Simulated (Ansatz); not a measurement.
# Direct or indirect: BP (F-43m)

```cif
data_structure
_symmetry_space_group_name_H-M 'F-43m'
_symmetry_Int_Tables_number 216
_cell_length_a 4.5380
_cell_length_b 4.5380
_cell_length_c 4.5380
_cell_angle_alpha 90.000
_cell_angle_beta 90.000
_cell_angle_gamma 90.000
_cell_volume 93.45
loop_
_atom_site_label
_atom_site_type_symbol
_atom_site_symmetry_multiplicity
_atom_site_Wyckoff_symbol
_atom_site_fract_x
_atom_site_fract_y
_atom_site_fract_z
_atom_site_occupancy
P1 P 4 c 0.25000 0.25000 0.25000 1
B1 B 4 a 0.00000 0.00000 0.00000 1
```

Method: Ansatz, PBE, independent particles, without spin-orbit coupling, line width 0.15 eV (Gaussian). The band structure gives a fundamental gap of 1.24 eV. The spectrum of vertical transitions near the edge:

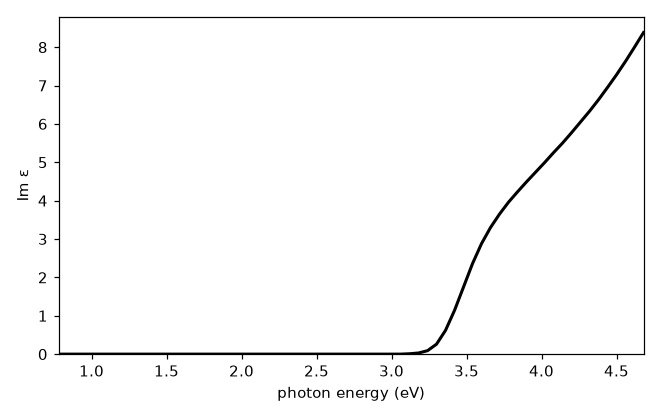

Is the gap direct or indirect, and about where do vertical transitions set in?

Indirect, by the band path, whose least direct gap is 3.40 eV. The curves fit this: they stay near zero above 1.24 eV and rise only from about 3.4 eV, though a forbidden direct transition would look alike. Lines are broadened by 0.15 eV, which spreads the edge, and phonons, which would give weak absorption from the fundamental gap up, are left out.

[Logs are printed without paths, hosts, clocks, repeated set-up lines and the standing remarks that a program may print on its own settings, such as how far it seeks lower states.]
